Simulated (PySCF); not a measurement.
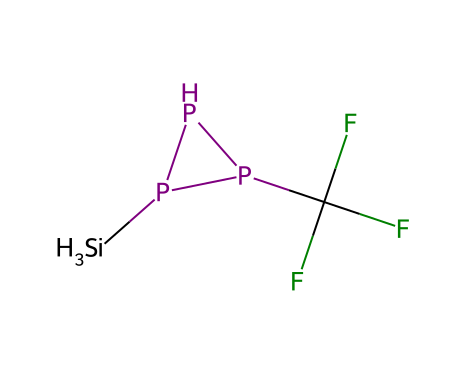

A structural formula.

> Transcribe the drawing into SMILES.

FC(F)(F)p1[pH]p1[SiH3]

> What is the molecular formula?

CH4F3P3Si.

> An optimisation with PBE0-D3(BJ)/def2-SVP gave a structure of which point group?

C1.

The parts below concern this one geometry. Atoms keep their numbers from picture to picture. The computed structure is the end point of a PBE0-D3(BJ)/def2-SVP optimisation. No frequency run is at hand to confirm it as a minimum.

**Geometry**

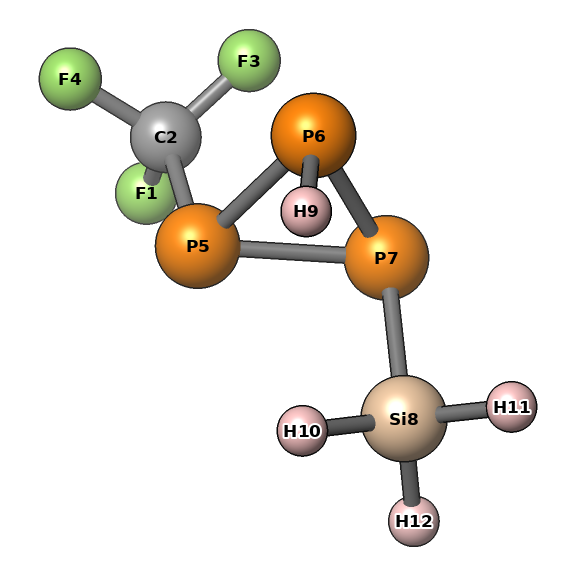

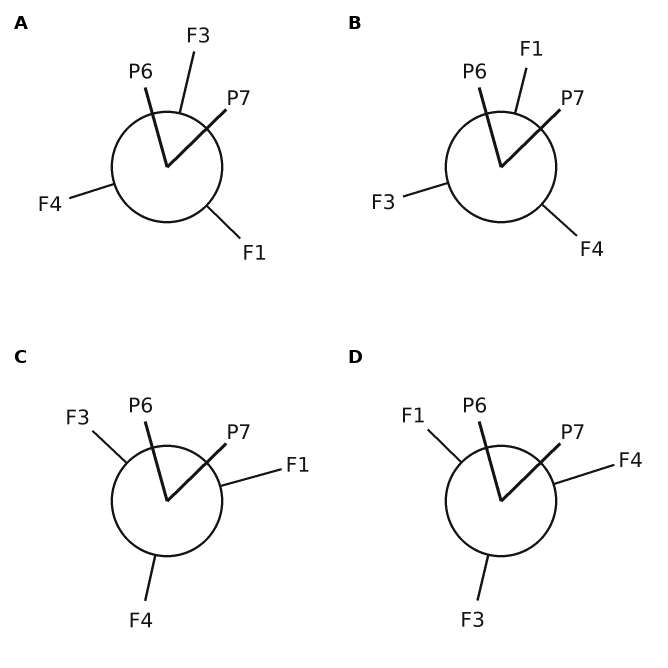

Atoms fade into the background with distance from the viewer. Bonds that would overlap in a projection are set slightly apart. No frequency run is at hand to confirm it as a minimum.

> Which Newman projection shows the view along P5–C2, with P5 in front?

A. The torsion angle P6–P5–C2–F1 is 150°, anticlinal.

**Excitation**

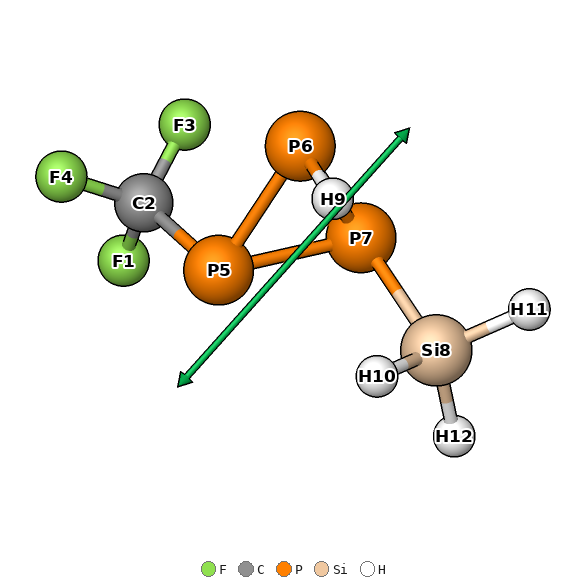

The double arrow shows the direction of the transition dipole to excited singlet state 5 (its length means nothing). No frequency run is at hand to confirm it as a minimum. Method: TDDFT CAM-B3LYP/def2-SVPD, vertical, IEF-PCM acetone (non-equilibrium linear response), core orbitals frozen in the response (PySCF 2.14.0).

> Give its energy, strength and character.

6.01 eV (206 nm), oscillator strength 0.021, mainly HOMO−1 → LUMO+2 (weight 0.60); transition dipole 0.96 D.

**Ring current**

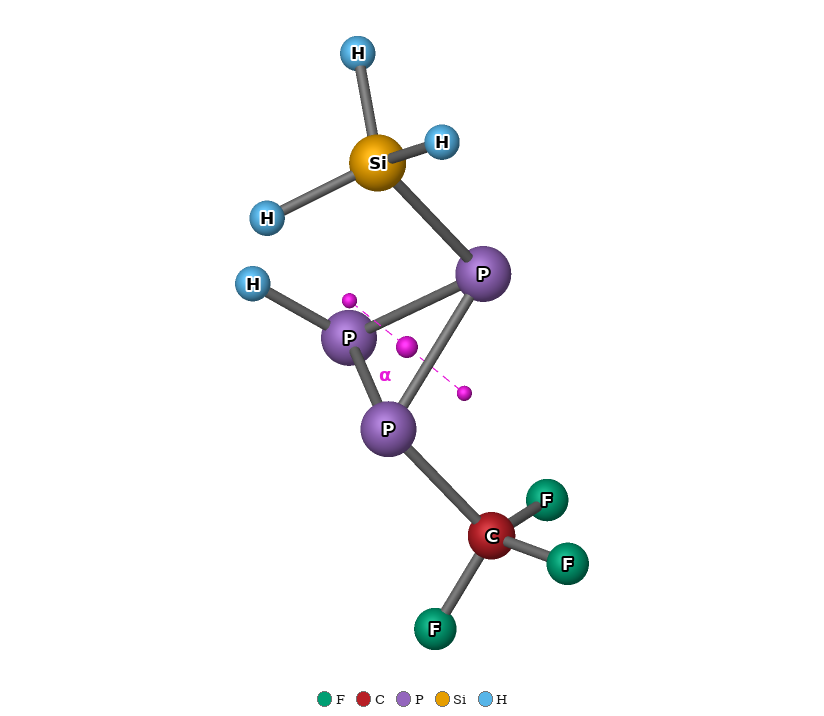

The small points mark where nucleus-independent chemical shifts (NICS) were computed: at the centre of each lettered ring and 1 Å above and below it. No frequency run is at hand to confirm it as a minimum. Properties computed with GIAO KT2/pcSseg-1 NMR shielding, non-relativistic, gas phase (PySCF 2.14.0).

Give NICS(0), NICS(1) and the out-of-plane component NICS(1)zz for each ring (means of the two sides).

```
ring  members  NICS(0)  NICS(1)  NICS(1)zz
   α       P3    −36.2    −12.5      −28.9
```

Values in ppm.

**NMR shielding**

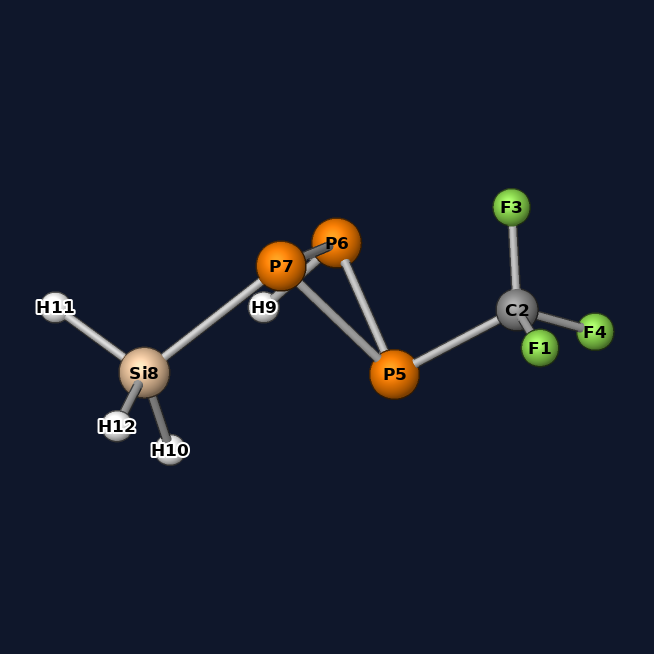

The questions are on isotropic NMR shieldings of the H atoms. No frequency run is at hand to confirm it as a minimum. Method: GIAO PBE0/pcSseg-1 NMR shielding, non-relativistic, IEF-PCM chloroform (PySCF 2.14.0).

> Which H atom is the most shielded (lowest chemical shift)?

H9 (30.19 ppm).

> Which H atom is the least shielded (highest chemical shift)?

H12 (26.70 ppm).

> How wide is the range of H shifts?

3.49 ppm.

List the isotropic NMR shieldings of the H atoms.

```json
{"atom": "H9", "σ (ppm)": "30.19"}
{"atom": "H10", "σ (ppm)": "28.33"}
{"atom": "H11", "σ (ppm)": "27.05"}
{"atom": "H12", "σ (ppm)": "26.70"}
```
